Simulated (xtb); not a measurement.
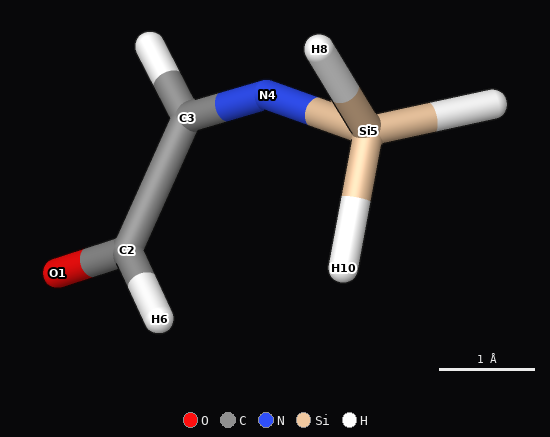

Figure 1. The structure (stick view, seen at a tilt; atoms are numbered from 1 in the order of the input).

## Frequency calculation of C$_{2}$H$_{5}$NOSi (charge +1) (part 1 of 2)

- system: C$_{2}$H$_{5}$NOSi, charge +1, multiplicity 2
- method: GFN2-xTB, ALPB solvent dmso (xtb 6.7.1)

The geometry was optimised with GFN2-xTB/ALPB(dmso) of charge +1.

Input file (geom.xyz)
```
10

O     -2.30051900     1.39309200     1.38882800
C     -1.33764000     1.07173400     0.78988000
C     -1.04376600    -0.39283000     0.39045700
N     -0.00757700    -0.76684400    -0.13409200
Si     1.59223500    -0.56119600    -0.79893400
H     -0.53751700     1.74870300     0.44570500
H     -1.86725900    -1.06912600     0.63785400
H      1.38498800    -0.98830300    -2.17652700
H      2.39006800    -1.38033300     0.10379600
H      1.81008800     0.89390300    -0.64396600
```

Machine: 1 thread of Arm Neoverse V1, 24 GiB of memory available, shared host.

Launch command:
```bash
xtb geom.xyz --gfn 2 --wbo --alpb dmso -c 1 -u 1 --hess > out.txt 2> xtb.err
```

Output
```
* xtb version 6.7.1
   ID    Z sym.   atoms
    1    8 O      1
    2    6 C      2, 3
    3    7 N      4
    4   14 Si     5
    5    1 H      6-10

           -------------------------------------------------
          |                Calculation Setup                |
           -------------------------------------------------

          program call               : xtb geom.xyz --gfn 2 --wbo --alpb dmso -c 1 -u 1 --hess
          coordinate file            : geom.xyz
          omp threads                :                     1

           -------------------------------------------------
          |                 G F N 2 - x T B                 |
           -------------------------------------------------

      * Hamiltonian:
        H0-scaling (s, p, d)           1.850000    2.230000    2.230000
        zeta-weighting                 0.500000
      * Dispersion:
        s8                             2.700000
        a1                             0.520000
        a2                             5.000000
        s9                             5.000000
      * Repulsion:
        kExp                           1.500000    1.000000
        rExp                           1.000000
      * Coulomb:
        alpha                          2.000000
        third order                    shell-resolved
        anisotropic                    true
        a3                             3.000000
        a5                             4.000000
        cn-shift                       1.200000
        cn-exp                         4.000000
        max-rad                        5.000000

      * Solvation model:               ALPB
        Solvent                        dmso
        Parameter file                 internal GFN2-xTB/ALPB
        Dielectric constant                4.6680E+01
        Reference state                gsolv [1 M gas/solution]
        Free energy shift                  7.1947E-03 Eh       4.5147E+00 kcal/mol
        Temperature                        2.9815E+02 K
        Density                            1.1000E+00 kg/L
        Solvent mass                       7.8130E+01 g/mol
        Interaction kernel             P16
        Born radius scaling (c1)           1.7927E+00
        Born radii integrator          GBOBC
        Born offset                        0.0000E+00 a0       0.0000E+00 AA
        H-bond correction              true
        Ion screening                  false
        Surface tension                    1.0000E-05 Eh       1.5569E+01 dyn/cm
        Grid points                               230 per atom

          ...................................................
          :                      SETUP                      :
          :.................................................:
          :  # basis functions                  31          :
          :  # atomic orbitals                  30          :
          :  # shells                           16          :
          :  # electrons                        27          :
          :  max. iterations                   250          :
          :  Hamiltonian                  GFN2-xTB          :
          :  restarted?                      false          :
          :  GBSA solvation                   true          :
          :  PC potential                    false          :
          :  electronic temp.          300.0000000     K    :
          :  accuracy                    1.0000000          :
          :  -> integral cutoff          0.2500000E+02      :
          :  -> integral neglect         0.1000000E-07      :
          :  -> SCF convergence          0.1000000E-05 Eh   :
          :  -> wf. convergence          0.1000000E-03 e    :
          :  Broyden damping             0.4000000          :
          :  net charge                          1          :
          :  unpaired electrons                  1          :
          ...................................................

 iter      E             dE          RMSdq      gap      omega  full diag
   1    -15.2042316 -0.152042E+02  0.714E+00    1.38       0.0  T
   2    -15.2415285 -0.372969E-01  0.496E+00    1.65       1.0  T
   3    -15.2705072 -0.289787E-01  0.288E+00    1.29       1.0  T
   4    -15.2861716 -0.156644E-01  0.834E-01    1.44       1.0  T
   5    -15.2887907 -0.261913E-02  0.439E-01    1.38       1.0  T
   6    -15.2892825 -0.491744E-03  0.226E-01    1.43       1.0  T
   7    -15.2893225 -0.399811E-04  0.109E-01    1.41       1.0  T
   8    -15.2893362 -0.137627E-04  0.418E-02    1.42       1.0  T
   9    -15.2893407 -0.444784E-05  0.231E-02    1.42       1.4  T
  10    -15.2893417 -0.994387E-06  0.525E-03    1.42       6.0  T
  11    -15.2893418 -0.801035E-07  0.222E-03    1.42      14.3  T
  12    -15.2893418 -0.324220E-08  0.138E-03    1.42      23.0  T
  13    -15.2893418 -0.374068E-08  0.514E-04    1.42      61.6  T
  14    -15.2893418 -0.740938E-09  0.453E-05    1.42     698.4  T

   *** convergence criteria satisfied after 14 iterations ***

         #    Occupation            Energy/Eh            Energy/eV
      -------------------------------------------------------------
         1        2.0000           -0.8138011             -22.1447
       ...           ...                  ...                  ...
         8        2.0000           -0.6035092             -16.4223
         9        2.0000           -0.5807146             -15.8020
        10        2.0000           -0.5472624             -14.8918
        11        2.0000           -0.5147478             -14.0070
        12        2.0000           -0.4841972             -13.1757
        13        2.0000           -0.4779011             -13.0044
        14        1.0000           -0.4449832             -12.1086 (HOMO)
        15                         -0.3928557             -10.6901 (LUMO)
        16                         -0.2933644              -7.9829
        17                         -0.2552406              -6.9455
        18                         -0.2369736              -6.4484
        19                         -0.2276294              -6.1941
       ...                                ...                  ...
        30                          0.7495288              20.3957
      -------------------------------------------------------------
                  HL-Gap            0.0521275 Eh            1.4185 eV
             Fermi-level           -0.4401805 Eh          -11.9779 eV

 SCC (total)                   0 d,  0 h,  0 min,  0.006 sec
 SCC setup                      ...        0 min,  0.000 sec (  3.711%)
 Dispersion                     ...        0 min,  0.000 sec (  0.784%)
 classical contributions        ...        0 min,  0.000 sec (  0.163%)
 integral evaluation            ...        0 min,  0.001 sec ( 10.911%)
 iterations                     ...        0 min,  0.003 sec ( 57.925%)
 molecular gradient             ...        0 min,  0.001 sec ( 24.238%)
 printout                       ...        0 min,  0.000 sec (  1.993%)

         :::::::::::::::::::::::::::::::::::::::::::::::::::::
         ::                     SUMMARY                     ::
         :::::::::::::::::::::::::::::::::::::::::::::::::::::
         :: total energy             -15.098121011038 Eh    ::
         :: w/o Gsasa/hb/shift       -15.090150326570 Eh    ::
         :: gradient norm              0.000173208226 Eh/a0 ::
         :: HOMO-LUMO gap              1.418460913414 eV    ::
         ::.................................................::
         :: SCC energy               -15.289339075525 Eh    ::
         :: -> isotropic ES            0.128187821286 Eh    ::
         :: -> anisotropic ES         -0.012154032927 Eh    ::
         :: -> anisotropic XC          0.012456359559 Eh    ::
         :: -> dispersion             -0.004538447132 Eh    ::
         :: -> Gsolv                  -0.080587550573 Eh    ::
         ::    -> Gelec               -0.072616866105 Eh    ::
         ::    -> Gsasa               -0.012292823997 Eh    ::
         ::    -> Ghb                 -0.002872554520 Eh    ::
         ::    -> Gshift               0.007194694049 Eh    ::
         :: repulsion energy           0.191218064487 Eh    ::
         :: add. restraining           0.000000000000 Eh    ::
         :: total charge               1.000000000040 e     ::
         :::::::::::::::::::::::::::::::::::::::::::::::::::::

           -------------------------------------------------
          |                Numerical Hessian                |
           -------------------------------------------------
step length          :   0.00500
SCC accuracy         :   0.30000
Hessian scale factor :   1.00000
frozen atoms in %    :   0.00000    0
RMS gradient         :   0.00017
estimated CPU  time      0.00 min

writing file <hessian>, containing the non-mass-weighted Hessian matrix in atomic units (Eₕ/Bohr²).

 projected vibrational frequencies (cm⁻¹)
eigval :       -0.00    -0.00     0.00     0.00     0.00     0.00
eigval :       52.76    73.05   100.10   231.00   387.17   425.46
eigval :      516.36   530.71   630.43   666.96   679.48   718.04
eigval :      724.16   831.04   899.48  1118.85  1212.46  1763.03
eigval :     1867.76  2098.29  2324.43  2327.01  2798.55  2885.48
           -------------------------------------------------
          |                Property Printout                |
           -------------------------------------------------

    * Orbital Energies and Occupations

         #    Occupation            Energy/Eh            Energy/eV
      -------------------------------------------------------------
         1        2.0000           -0.8138013             -22.1447
         2        2.0000           -0.8019219             -21.8214
         3        2.0000           -0.7466032             -20.3161
         4        2.0000           -0.7002536             -19.0549
         5        2.0000           -0.6694506             -18.2167
         6        2.0000           -0.6377687             -17.3546
         7        2.0000           -0.6207200             -16.8906
         8        2.0000           -0.6035093             -16.4223
         9        2.0000           -0.5807146             -15.8020
        10        2.0000           -0.5472623             -14.8918
        11        2.0000           -0.5147479             -14.0070
        12        2.0000           -0.4841973             -13.1757
        13        2.0000           -0.4779012             -13.0044
        14        1.0000           -0.4449831             -12.1086 (HOMO)
        15                         -0.3928558             -10.6901 (LUMO)
        16                         -0.2933646              -7.9829
        17                         -0.2552408              -6.9455
        18                         -0.2369737              -6.4484
        19                         -0.2276295              -6.1941
        20                         -0.1168326              -3.1792
        21                         -0.0918412              -2.4991
        22                         -0.0042290              -0.1151
        23                          0.1150844               3.1316
        24                          0.1405818               3.8254
        25                          0.2393843               6.5140
       ...                                ...                  ...
        30                          0.7495288              20.3957
      -------------------------------------------------------------
                  HL-Gap            0.0521274 Eh            1.4185 eV
             Fermi-level           -0.4401805 Eh          -11.9779 eV
```
